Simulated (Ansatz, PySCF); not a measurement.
Torsion C4–O3–C2–C1 in C3H8O (SMILES CCOC); at each angle all else is relaxed with GFN2-xTB, and the levels are single points there.
Geometry at 180° (charge 0, multiplicity 1):
| atom | x (Å) | y (Å) | z (Å) |
|---|---|---|---|
| C | 1.4694 | -1.4689 | -1.2978 |
| C | 0.5498 | -0.8378 | -0.2655 |
| O | -0.6311 | -0.4134 | -0.9096 |
| C | -1.5496 | 0.1858 | -0.0377 |
| H | 2.3867 | -1.8056 | -0.8228 |
| H | 0.9740 | -2.3161 | -1.7634 |
| H | 1.7099 | -0.7433 | -2.0697 |
| H | 0.3034 | -1.5661 | 0.5247 |
| H | 1.0446 | 0.0230 | 0.2135 |
| H | -1.1257 | 1.0808 | 0.4367 |
| H | -1.8649 | -0.5100 | 0.7511 |
| H | -2.4124 | 0.4682 | -0.6375 |
Energies count from the point at 180°.

Rows in STO-3G carry no dispersion term and start afresh at each structure.

Run with Ansatz (a first-principles code) with Gaussian orbitals; PySCF for STO-3G rows, the dispersion terms. Each number belongs to the level named beside it.

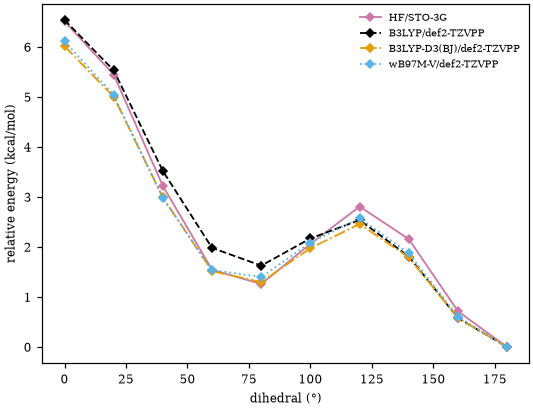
Figure. Relative energy along the coordinate

Q: Read off the B3LYP/def2-TZVPP curve at dihedral = 60.

A: about 2.0 kcal/mol
